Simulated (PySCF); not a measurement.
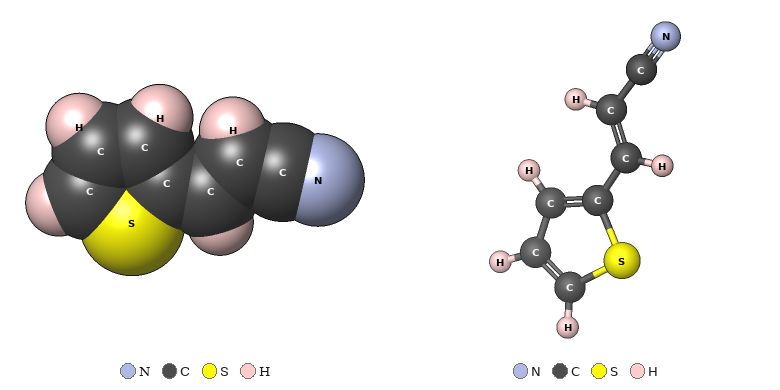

Both panels show the same species.

The computed structure is the end point of a GFN2-xTB optimisation. No frequency run is at hand to confirm it as a minimum.

Description:

The molecule is C7H5NS. SMILES: `N#C/C=C/c1cccs1`. Independent rings (smallest set): 1 of 5 members, 1 of them aromatic. Among its groups: nitrile, alkene. The point group is Cs. All atoms lie on one plane. Coordination: 1 C linear; 6 C trigonal planar; 1 S bent.

More results for the same structure follow; atom numbers are the same in all pictures, views and colours differ.

## Dipole moment

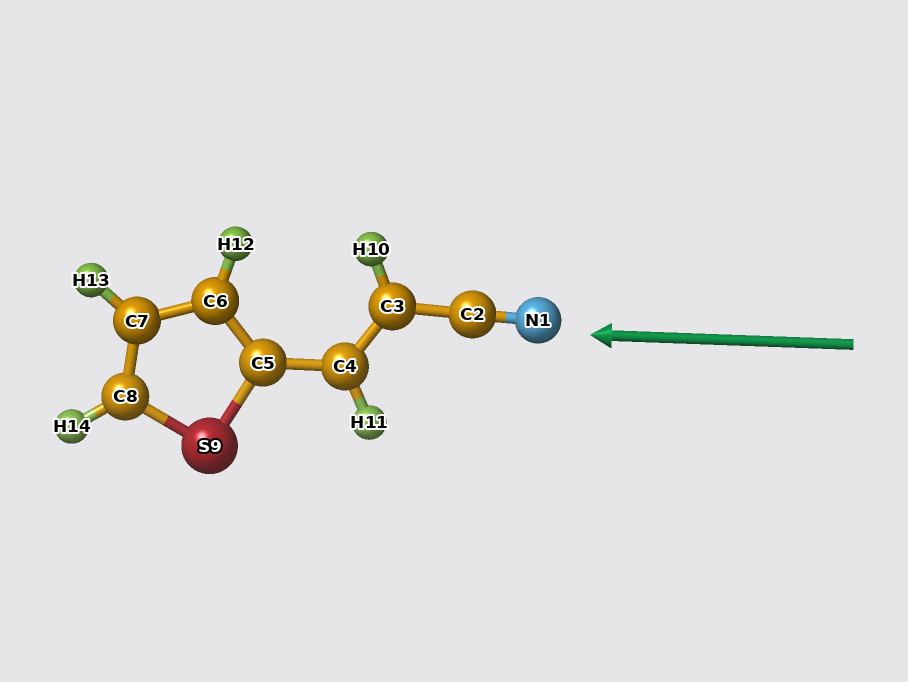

The arrow beside the molecule shows the direction of the dipole moment, from the negative to the positive end (its length means nothing). No frequency run is at hand to confirm it as a minimum. Level of theory: PBE0/def2-SVPD, gas phase (PySCF 2.14.0).

> How large is the dipole moment?

5.72 D; it points from the side of N1 to the side of H14 (the outermost atoms at the two ends).

## Charges

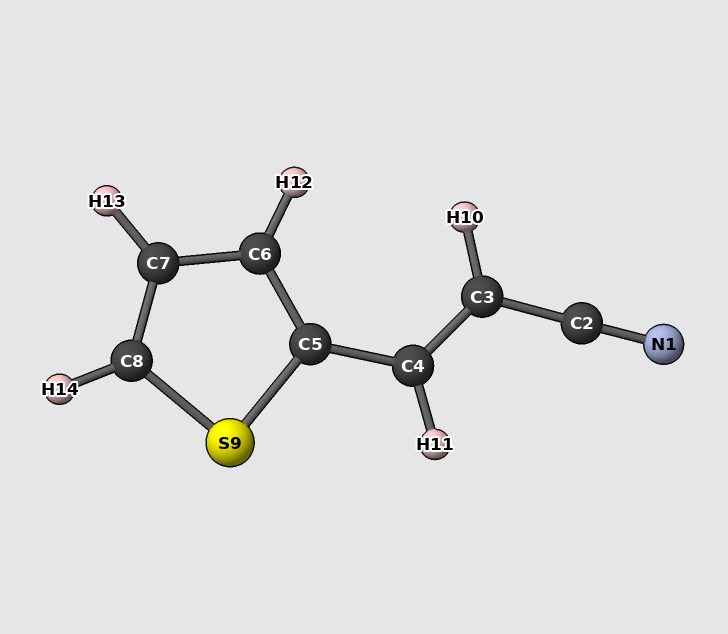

The questions are on Mulliken charges. No frequency run is at hand to confirm it as a minimum. Level of theory: PBE0/pcSseg-1, gas phase (PySCF 2.14.0).

Give the Mulliken charges atom by atom.

```csv
atom,value (e)
N1,−0.25
C2,0.10
C3,−0.14
C4,0.08
C5,−0.44
C6,−0.01
C7,−0.02
C8,−0.26
S9,0.33
H10,0.15
H11,0.12
H12,0.09
H13,0.10
H14,0.13
```

## Quadrupole coupling

No frequency run is at hand to confirm it as a minimum. Electric field gradients from the ground-state density, PBE0/pcSseg-1 (PySCF 2.14.0), non-relativistic apart from any core potentials.

Give the largest field-gradient component, the quadrupole coupling constant and the asymmetry for 14N at N1 (Q = 20.44 mb), 33S at S9 (Q = −67.81 mb).

```tsv
atom	V_zz (a.u.)	e²qQ/h (MHz)	η
N1	−0.952	−4.57	0.12
S9	1.782	−28.4	0.56
```

Mulliken values depend strongly on the basis set and can even reverse the polarity of a bond.
